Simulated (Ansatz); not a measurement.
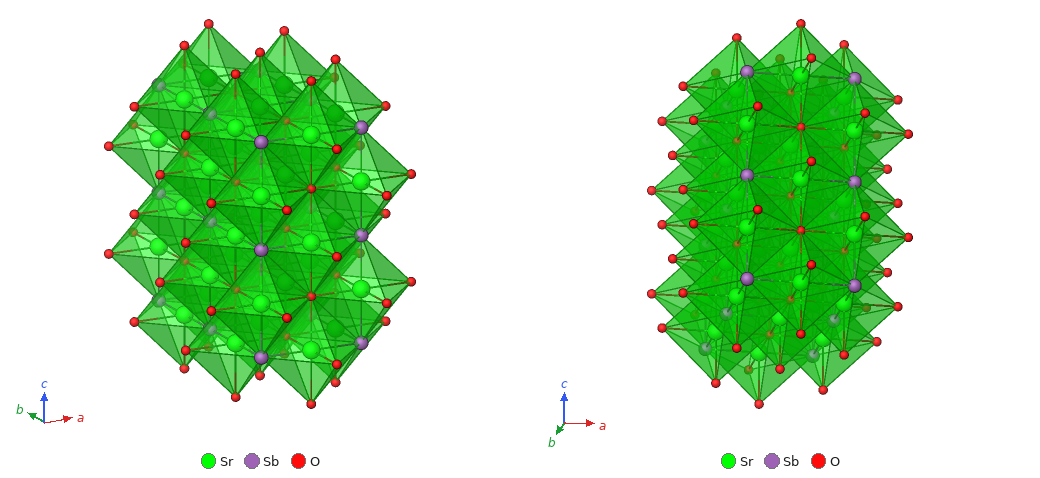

Polyhedra are drawn about Sr (bonds: O–Sr below 3.2 Å and Sb–Sr below 3.2 Å); other atoms are plain spheres. Two views of the same piece.

Sr₄SbO₃ (space group Pm-3m, No. 221): the geometry relaxed with DFT PBE, scalar-relativistic, plane waves, PAW in Ansatz 0.2.0; the starting structure was generated, so it need not be a known form of this composition.

> What figure surrounds each Sr atom, and what does it share with the other drawn polyhedra?

Sr(1b): SrO6 octahedron, sharing corners with six neighbours and edges with twelve neighbours; Sr(3d): SrSb2O4 octahedron, sharing corners with six neighbours and edges with twelve neighbours.

> What is the connectivity of the polyhedra: isolated, groups, chains, layers or framework?

They form a three-dimensional framework of corner- and edge-sharing octahedra.
